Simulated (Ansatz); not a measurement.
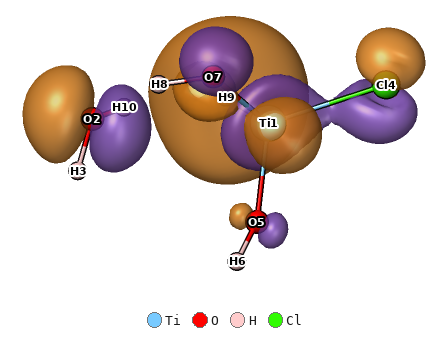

ClH3O2Ti···H2O. One frontier orbital at ±0.08 Å⁻³ᐟ² (orange and purple are the two phases), seen across its widest extent.

Not at a stationary point (largest force 0.7 eV/Å).

Computed with Ansatz 0.2.0, RKS PBE0-D4/def2-SVP.

Input

```
crystal:
  periodic: [false, false, false]
  atoms:
    - { symbol: Ti, position_ang: [0.0, 0.0, 0.0] }
    - { symbol: O, position_ang: [0.0, 0.0, 2.27] }
    - { symbol: H, position_ang: [-0.9095, -0.2814, 2.6071] }
    - { symbol: Cl, position_ang: [2.2349, 0.0, -0.7892] }
    - { symbol: O, position_ang: [-0.9043, 1.5667, -0.6394] }
    - { symbol: H, position_ang: [-1.8621, 1.336, -0.8617] }
    - { symbol: O, position_ang: [-0.9043, -1.5667, -0.6394] }
    - { symbol: H, position_ang: [-1.359, -2.0324, 0.133] }
    - { symbol: H, position_ang: [1.0489, 1.5818, 0.6306] }
    - { symbol: H, position_ang: [0.8005, 1.2072, 1.6134] }
basis:
  gaussian: { orbitals: def2-SVP }
hamiltonian:
  xc: pbe0
  dispersion: d4
relax:
  f_tol: 0.15
  max_steps: 25
  restrain:
    - { distance: [0, 8], at: 1.7, k: 30.0 }
    - { distance: [9, 1], at: 1.01, k: 30.0 }
    - { distance: [0, 1], at: 3.12, k: 30.0 }
    - { distance: [9, 8], at: 1.86, k: 30.0 }
output:
  orbitals: {}
```

Run with:

```sh
ansatz run input.yaml --threads 4 --pin off --max-ram 5120MiB --backend cpu --events-out ev --progress --plain --runs-dir out
```

The fields are those of the run's last geometry, not of the input's.

Which orbital is it: HOMO or LUMO?

Answer. The HOMO, at −8.64 eV. Its weight (Hirshfeld) is mainly on H9 (about 40 %), Ti1 (about 30 %) and O2 (about 15 %).
